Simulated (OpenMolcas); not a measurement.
## Run report: Ag²⁺ complex, multiconfigurational calculation

Ag²⁺ with 6 ligands (F; octahedron, 2.118 Å), embedded in KCdF3 by model potentials and point charges, whose field is part of the energies. Computed at this level: state-averaged CASSCF, active space 9 electrons in the shell 4d, basis ANO-RCC-VDZP on the metal and ANO-RCC-VDZP on the ligands, DKH2 scalar Hamiltonian, spin-orbit coupling by RASSI with atomic mean-field integrals (OpenMolcas).

### Input file
```
&GATEWAY
Basis set
Ag.ANO-RCC-VDZP.
Ag1 0.0 0.0 0.0 Angstrom
End of basis
Basis set
F.ANO-RCC-VDZP.
L1 2.118000 0.000000 0.000000 Angstrom
L2 0.000000 2.118000 0.000000 Angstrom
L3 0.000000 0.000000 2.118000 Angstrom
End of basis
Basis set
Cd.EMB-AIMP.Lopez-Moraza.11s7p.1s1p.ECP.KCdF3.
PseudoCharge
* 3 symmetry-unique lattice sites within 7.6 angstrom
End of basis
Basis set
K.EMB-AIMP.Lopez-Moraza.0s.0s.ECP.KCdF3.
PseudoCharge
* 16 symmetry-unique lattice sites within 7.6 angstrom
End of basis
Basis set
Cd.EMB-AIMP.Lopez-Moraza.0s.0s.ECP.KCdF3.
PseudoCharge
* 10 symmetry-unique lattice sites within 7.6 angstrom
End of basis
Basis set
F.EMB-AIMP.Lopez-Moraza.0s.0s.ECP.KCdF3.
PseudoCharge
* 27 symmetry-unique lattice sites within 7.6 angstrom
End of basis
Symmetry
XYZ
AngMom=0.0 0.0 0.0
AMFI
RICD
XField
1533 Angstrom 0
* Evjen-weighted lattice charges
&SEWARD
&RASSCF
FileOrb=start.orb
Symmetry=1
Spin=2
nActEl=9 0 0
Inactive=24 24
Ras2=5 0
CIRoot=5 5 1
SDav=5
CIMx=300
Iter=150 100
PrWF=0.3
OrbListing=Nothing
MaxOrb=0
LevShft=1.0
>>> COPY $Project.JobIph JOB001
&RASSI
NrOfJobIphs=1 5
1 2 3 4 5
IphNames
JOB001
EJob
SpinOrbit
DIPRint=1.0
SOCoupling=1000.0
Subsets=2
Property=9
'ANGMOM' 1 'ANGMOM' 2 'ANGMOM' 3 'MLTPL  1' 1 'MLTPL  1' 2 'MLTPL  1' 3
'AMFI' 1 'AMFI' 2 'AMFI' 3
SOProperty=3
'ANGMOM' 1 'ANGMOM' 2 'ANGMOM' 3
```

The file start.orb holds starting orbitals from an earlier step. A driver script formed the levels outside the program, from RASSI's spin-orbit matrix and the active-space energies, averaged over the components of each term or state.

Command:
```bash
OMP_NUM_THREADS=1 MOLCAS_MEM=2457 MOLCAS_PROJECT=a pymolcas a.inp > a.log  # once for each step of the input, in one work folder
```

### Output (extracts)
```
--- SEWARD ---
Basis set label: AG.ANO-RCC...6S5P3D1F.

      Electronic valence basis set:
      ------------------
      Associated Effective Charge  47.000000 au
      Associated Actual Charge     47.000000 au
      Nuclear Model: Point charge

      Shell  nPrim  nBasis  Cartesian Spherical Contaminant
         s      21       6        X
         p      18       5        X
         d      13       3                 X
         f       6       1                 X
                  Relativistic Douglas-Kroll-Hess integrals:
                    - DKH order of Hamiltonian: 2
                    - DKH order of Properties : 0
                  Atomic mean-field integrals
--- RASSCF ---
Wave function specifications:
      -----------------------------

      Number of closed shell electrons          96
      Number of electrons in active shells       9
      Max number of holes in RAS1 space          0
      Max nr of electrons in RAS3 space          0
      Number of inactive orbitals               48
      Number of active orbitals                  5
      Number of secondary orbitals              98
      Spin quantum number                      0.5
      State symmetry                             1
Orbital specifications:
      -----------------------

      Symmetry species                           1   2
                                                ag  au
      Frozen orbitals                            0   0
      Inactive orbitals                         24  24
      Active orbitals                            5   0
      RAS1 orbitals                              0   0
      RAS2 orbitals                              5   0
      RAS3 orbitals                              0   0
      Secondary orbitals                        46  52
      Deleted orbitals                           0   0
      Number of basis functions                 75  76
      Number of CSFs                             5
      Number of root(s) required                 5
      Iter CI   SX   CI       RASSCF       Energy    max ROT     max BLB   max BLB  Level Ln srch  Step   QN
          iter iter root      energy       change     param      element    value   shift minimum  type update
 Nr of preliminary CI iterations:   1
      Total energies have been shifted. Add                -5000.00 au
        1   1   10    0  -910.22690147    0.00E+00  -6.69E-02   23  57 1 -3.12E-01*  1.29   0.00    SX    NO
        2   1   10    0  -910.83720561   -6.10E-01* -6.24E-02   24  68 2 -8.85E-02*  1.04   0.00    SX    NO
        3   1    9    0  -910.89258373   -5.54E-02*  3.47E-02   24  34 2  3.60E-02*  0.98   0.00    SX    NO
        4   1    9    0  -910.89974616   -7.16E-03*  1.98E-02   24  34 2  2.02E-02*  0.96   0.00    SX    NO
        5   1    8    0  -910.90163512   -1.89E-03*  2.16E-02   24  34 2  1.18E-02*  0.95   2.20    LS   YES
        6   1    8    0  -910.90243040   -7.95E-04*  4.58E-03   12  30 1  3.88E-03*  0.94   1.10    QN   YES
        7   1    7    0  -910.90254823   -1.18E-04*  3.45E-03   12  30 1  1.90E-03*  0.94   1.77    LS   YES
        8   1    7    0  -910.90257549   -2.73E-05*  1.17E-03   28  40 1 -1.46E-03*  0.94   1.01    QN   YES
        9   1    7    0  -910.90258490   -9.40E-06* -5.49E-04   25  39 1 -4.40E-04*  0.94   1.36    QN   YES
       10   1    6    0  -910.90258668   -1.78E-06* -1.04E-04   12  30 1  1.49E-04*  0.94   1.20    QN   YES
       11   1    6    0  -910.90258691   -2.36E-07* -5.39E-05   28  40 1  6.10E-05   0.94   1.38    QN   YES
       12   1    5    0  -910.90258696   -4.20E-08* -3.38E-05   28  40 1  3.06E-05   0.94   1.43    QN   YES
       13   1    4    0  -910.90258696   -3.95E-09  -5.07E-05   28  40 1  7.95E-06   0.94   2.50    LS   YES
      Convergence after 13 iterations
       14   1    4    0  -910.90258696    4.73E-09  -5.07E-05   25  39 1 -2.60E-05   0.94   2.50    LS   YES
      Natural orbitals and occupation numbers for root  1
      sym 1:   2.000000   2.000000   1.000000   2.000000   2.000000
      Natural orbitals and occupation numbers for root  2
      sym 1:   2.000000   2.000000   2.000000   2.000000   1.000000
      Natural orbitals and occupation numbers for root  3
      sym 1:   2.000000   2.000000   1.000000   2.000000   2.000000
::    RASSCF root number  1 Total energy:  -5910.93566509
::    RASSCF root number  2 Total energy:  -5910.93566509
::    RASSCF root number  3 Total energy:  -5910.88053486
::    RASSCF root number  4 Total energy:  -5910.88053486
::    RASSCF root number  5 Total energy:  -5910.88053486
--- RASSI ---
SPIN-FREE ENERGIES:
  (Shifted by EMIN (a.u.) =      -5910.9356650899)

 SF State       Relative EMIN(au)   Rel lowest level(eV)    D:o, cm**(-1)

     1             0.0000000000        0.0000000000              0.0000
     2             0.0000000000        0.0000000000              0.0000
     3             0.0551302244        1.5001698302          12099.6857
     4             0.0551302244        1.5001698302          12099.6857
     5             0.0551302244        1.5001698302          12099.6857
     Dipole printing threshold changed to   1.00000000E+00
Eigenvalues of complex Hamiltonian:
   -----------------------------------
  (Shifted by EMIN (a.u.) =      -5910.9356650899)

 SO State       Relative EMIN(au)   Rel lowest level(eV)    D:o, cm**(-1)

     1            -0.0015788851        0.0000000002              0.0000
     2            -0.0015788851        0.0000000002              0.0000
     3            -0.0015788851        0.0000000000              0.0000
     4            -0.0015788851        0.0000000000              0.0000
     5             0.0472085113        1.3275726887          10707.5959
     6             0.0472085113        1.3275726887          10707.5959
     7             0.0606699661        1.6938775343          13662.0437
     8             0.0606699661        1.6938775343          13662.0437
     9             0.0606699661        1.6938775341          13662.0437
    10             0.0606699661        1.6938775341          13662.0437
Weights of the five most important spin-orbit-free states for each spin-orbit state.

 SO State  Total energy (au)           Spin-free states, spin, and weights
 -------------------------------------------------------------------------------------------------------
    1        -0.001579       2 0.5  0.9473    1 0.5  0.0273    4 0.5  0.0165    3 0.5  0.0066    5 0.5  0.0023
    2        -0.001579       2 0.5  0.9474    1 0.5  0.0273    4 0.5  0.0165    3 0.5  0.0066    5 0.5  0.0023
    3        -0.001579       1 0.5  0.9473    2 0.5  0.0273    5 0.5  0.0146    3 0.5  0.0103    4 0.5  0.0004
    4        -0.001579       1 0.5  0.9474    2 0.5  0.0273    5 0.5  0.0146    3 0.5  0.0103    4 0.5  0.0004
    5         0.047209       5 0.5  0.3333    3 0.5  0.3333    4 0.5  0.3333    2 0.5  0.0000    1 0.5  0.0000
    6         0.047209       5 0.5  0.3333    3 0.5  0.3333    4 0.5  0.3333    2 0.5  0.0000    1 0.5  0.0000
    7         0.060670       5 0.5  0.5688    3 0.5  0.3875    1 0.5  0.0245    4 0.5  0.0183    2 0.5  0.0008
    8         0.060670       5 0.5  0.5688    3 0.5  0.3875    1 0.5  0.0245    4 0.5  0.0183    2 0.5  0.0008
    9         0.060670       4 0.5  0.6314    3 0.5  0.2623    5 0.5  0.0809    2 0.5  0.0245    1 0.5  0.0008
   10         0.060670       4 0.5  0.6314    3 0.5  0.2623    5 0.5  0.0809    2 0.5  0.0245    1 0.5  0.0008
 -------------------------------------------------------------------------------------------------------
```

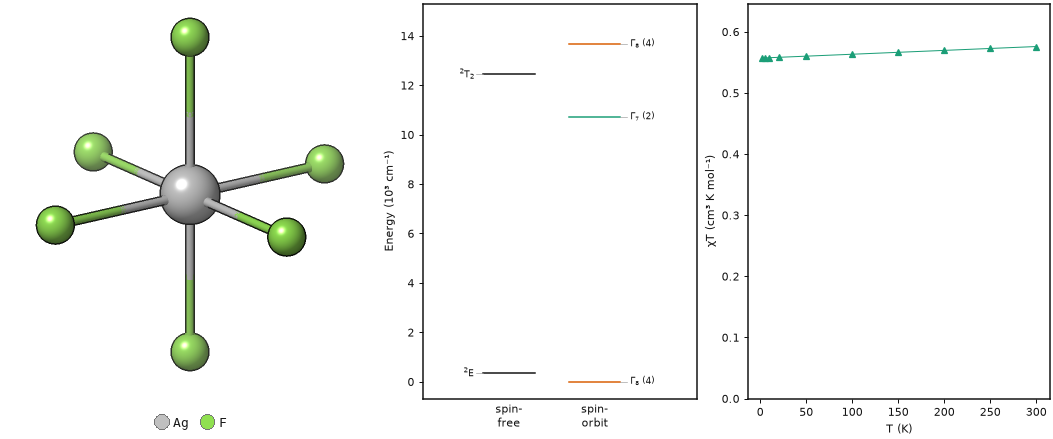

Fig. 1: Ag²⁺ (4d⁹) as a dopant in KCdF₃, a cluster with its 6 nearest F⁻ at 2.118 Å (octahedron) embedded in model potentials and point charges; the geometry was set, not optimised, and its levels and susceptibility. Labels give the representation in O, Td, D4 or D3 as the site allows (double group for half-integer spin) where it could be assigned and, in brackets, the degeneracy; spin-free states, where drawn, share the zero of the spin-orbit levels. Powder susceptibility by Van Vleck's formula. The ground level is Γ₈, 4-fold degenerate, 100 % from states of spin multiplicity 2. The next level lies at 10,700 cm⁻¹ (Γ₇). The lowest spin-free state is ²E; of the same spin there follows at 12,100 cm⁻¹ (²T₂) above it. A ligand-field fit to the spin-free states gives |10Dq| = 12,100 cm⁻¹. χT is 0.557 cm³ K mol⁻¹ at 2 K and 0.576 at 300 K, an effective moment of 2.15 μB. The active orbitals hold 88 to 96 % metal character (Löwdin), and the Mulliken charge of the metal is +1.49.

### Key numbers

- outcome: converged
- energy of the lowest spin-free term: −5910.93567 hartree
- energy of the lowest spin-orbit level: −5910.93724 hartree
- largest spread among components of a term: 0.0 cm⁻¹
- hardware: 1 thread of Arm Neoverse V1, 24 GiB of memory available, shared host
- wall time: 9.6 s
- peak memory: 0.38 GiB

### Notes

Without dynamic correlation the splittings between terms come out too large, often by 20 to 50 %. Limits: orbital doublet at a regular site, Jahn-Teller distortion not allowed for; the geometry is set by hand, with no relaxation.
